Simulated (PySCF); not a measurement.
## C7H10FPSi: NMR shielding calculation

The run: NMR shielding calculation of C7H10FPSi. Method and program: GIAO PBE0/pcSseg-1 NMR shielding, non-relativistic, gas phase (PySCF 2.14.0).

The geometry comes from this level: GFN2-xTB. Figures and captions count atoms from 1; the log counts them from 0 in places.

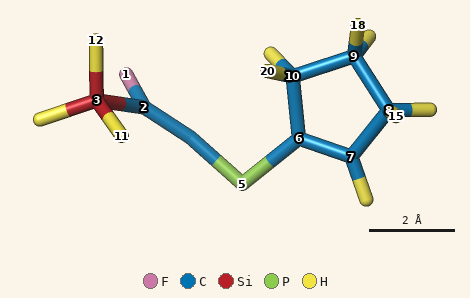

The structure as given in the input (stick view, seen at a tilt; atoms are numbered from 1 in the order of the input).

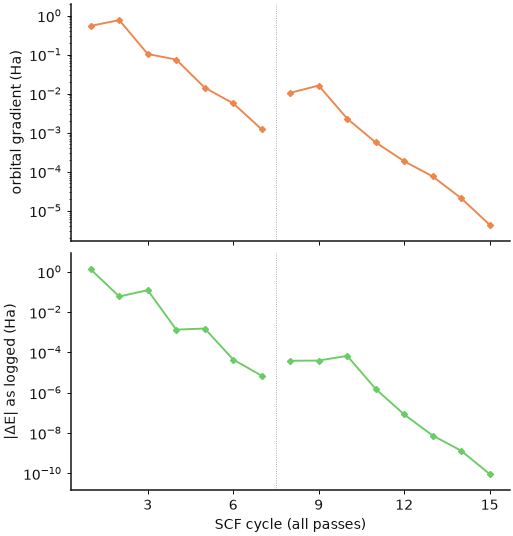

Convergence of the self-consistent field: orbital gradient and size of the energy change against the SCF cycle. The dotted line marks the change from a coarse to the final integration grid. The first 7 cycles use a coarse grid, the final grid takes over at cycle 8, and the field converges after 15 cycles in all.

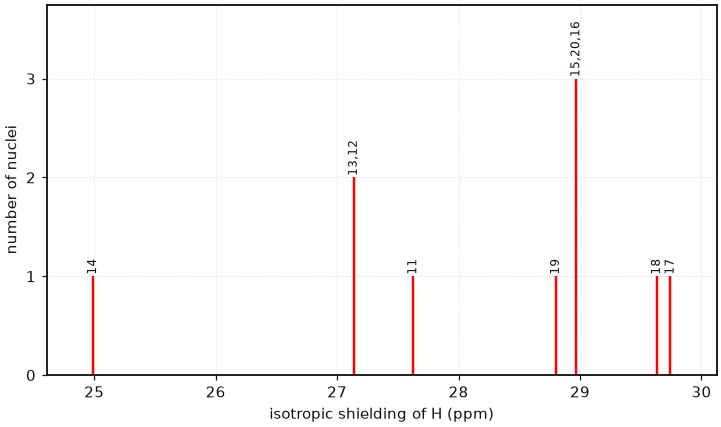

Isotropic shieldings of the hydrogen nuclei in this fixed geometry, labelled by atom number; shielding grows to the right, so chemical shift grows to the left. The least shielded is H14 (25.0 ppm), the most shielded H17 (29.7 ppm).

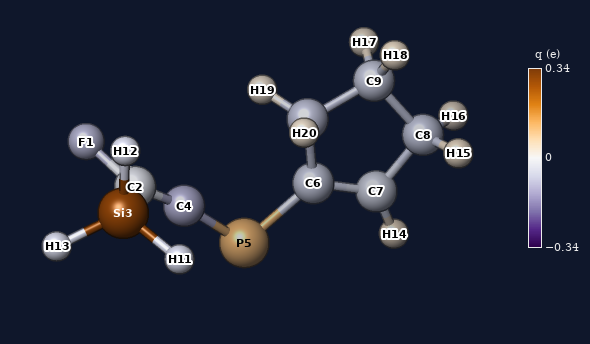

Hirshfeld charges, as the colour of each atom (ball-and-stick view, seen at a tilt; atoms are numbered from 1 in the order of the input). By element: F −0.10, C −0.11 to −0.02, Si +0.32, P +0.12 and H −0.07 to +0.05 e.

These pictures come from the run below.

**Input**
```
{"job": {"kind": "nmr", "xc": "PBE0", "basis": "pcSseg-1"}, "charge": 0, "multiplicity": 1}
F      2.648461    -2.629997    -0.702227
C      2.529596    -1.263772    -0.691144
Si     3.838103    -0.439215     0.417753
C      1.579691    -0.666186    -1.345265
P      0.578155     0.291580    -2.229629
C     -0.804647     0.435043    -1.067163
C     -1.894013     1.170917    -1.293728
C     -2.854657     1.123360    -0.148443
C     -2.322614    -0.032562     0.716472
C     -0.861132    -0.228153     0.283108
H      3.571825     0.997064     0.378277
H      3.673530    -0.989212     1.764547
H      5.151655    -0.781731    -0.126154
H     -2.083048     1.762591    -2.173365
H     -2.831120     2.074140     0.393136
H     -3.881472     0.960039    -0.478733
H     -2.890291    -0.938495     0.502150
H     -2.410170     0.175989     1.781037
H     -0.578586    -1.279955     0.233110
H     -0.164415     0.269233     0.963830
```

The first line tells a small driver script what to run in PySCF; the rest is the geometry in Å.

Launched with:
```bash
OMP_NUM_THREADS=1 python <driver script> task.json out
```

**What the program printed**
```
coarse grid: 18136 points
cycle   1  E = -1002.4820447728  dE =  1.308e+00  |g| = 5.475e-01  |ddm| = 4.352e+00
cycle   2  E = -1002.4228166666  dE =  5.923e-02  |g| = 7.703e-01  |ddm| = 1.117e+00
cycle   3  E = -1002.5448657266  dE = -1.220e-01  |g| = 1.040e-01  |ddm| = 7.400e-01
cycle   4  E = -1002.5462125706  dE = -1.347e-03  |g| = 7.490e-02  |ddm| = 1.787e-01
cycle   5  E = -1002.5477395802  dE = -1.527e-03  |g| = 1.424e-02  |ddm| = 8.899e-02
cycle   6  E = -1002.5477837332  dE = -4.415e-05  |g| = 5.659e-03  |ddm| = 1.872e-02
cycle   7  E = -1002.5477906506  dE = -6.917e-06  |g| = 1.218e-03  |ddm| = 5.975e-03
final grid: 167632 points
cycle   8  E = -1002.6155950668  dE = -3.857e-05  |g| = 1.054e-02  |ddm| = 4.114e-02
cycle   9  E = -1002.6155556636  dE =  3.940e-05  |g| = 1.616e-02  |ddm| = 2.571e-02
cycle  10  E = -1002.6156227726  dE = -6.711e-05  |g| = 2.294e-03  |ddm| = 1.725e-02
cycle  11  E = -1002.6156243074  dE = -1.535e-06  |g| = 5.648e-04  |ddm| = 3.189e-03
cycle  12  E = -1002.6156243908  dE = -8.337e-08  |g| = 1.859e-04  |ddm| = 6.960e-04
cycle  13  E = -1002.6156243983  dE = -7.516e-09  |g| = 7.575e-05  |ddm| = 2.375e-04
cycle  14  E = -1002.6156243996  dE = -1.329e-09  |g| = 2.096e-05  |ddm| = 8.643e-05
cycle  15  E = -1002.6156243997  dE = -9.231e-11  |g| = 4.370e-06  |ddm| = 2.216e-05
converged SCF energy = -1002.6156243997

GIAO shielding tensors (ppm)
atom      isotropic    diamagn.    paramagn.     s11        s22        s33       span
  0 F      297.235     474.278    -177.043    246.192    272.028    373.487    127.295
  1 C       28.272     255.743    -227.471    -55.646     56.474     83.987    139.633
  2 Si     420.150     880.006    -459.856    389.980    415.200    455.272     65.292
  3 C      -72.801     267.257    -340.058   -123.062    -73.720    -21.621    101.442
  4 P      194.985     968.522    -773.537    -19.143    156.978    447.121    466.265
  5 C       31.874     265.880    -234.006    -65.872     28.490    133.004    198.875
  6 C       30.376     254.273    -223.898    -79.574     33.995    136.706    216.281
  7 C      146.156     251.705    -105.548    120.783    149.012    168.674     47.891
  8 C      160.455     248.096     -87.641    133.441    172.612    175.312     41.870
  9 C      144.339     247.035    -102.696    117.924    147.581    167.512     49.588
 10 H       27.626      29.592      -1.966     24.347     27.159     31.371      7.024
 11 H       27.155      29.430      -2.275     24.260     25.724     31.480      7.220
 12 H       27.118      27.476      -0.358     24.039     25.246     32.069      8.030
 13 H       24.989      32.430      -7.442     23.393     23.979     27.594      4.201
 14 H       28.933      29.864      -0.931     24.825     26.941     35.034     10.210
 15 H       28.989      28.805       0.184     24.418     27.069     35.479     11.062
 16 H       29.745      30.931      -1.186     24.222     28.607     36.406     12.183
 17 H       29.632      30.775      -1.143     24.849     28.026     36.020     11.171
 18 H       28.801      34.142      -5.341     23.550     28.778     34.075     10.525
 19 H       28.982      34.357      -5.375     23.892     29.040     34.015     10.124
```

**Key numbers**

| quantity | value |
| --- | --- |
| outcome | converged |
| total energy | −1002.615624 hartree |
| HOMO | −6.86 eV |
| LUMO | −2.09 eV |
| dipole moment | 2.82 D |
| isotropic shielding, F | 297.2 ppm |
| isotropic shielding, C | −72.8 to 160.5 ppm |
| isotropic shielding, Si | 420.2 ppm |
| isotropic shielding, P | 195.0 ppm |
| isotropic shielding, H | 25.0 to 29.7 ppm |
| hardware | 1 CPU thread, shared host |
| wall time | 97 s |
| peak memory | 1.1 GiB |
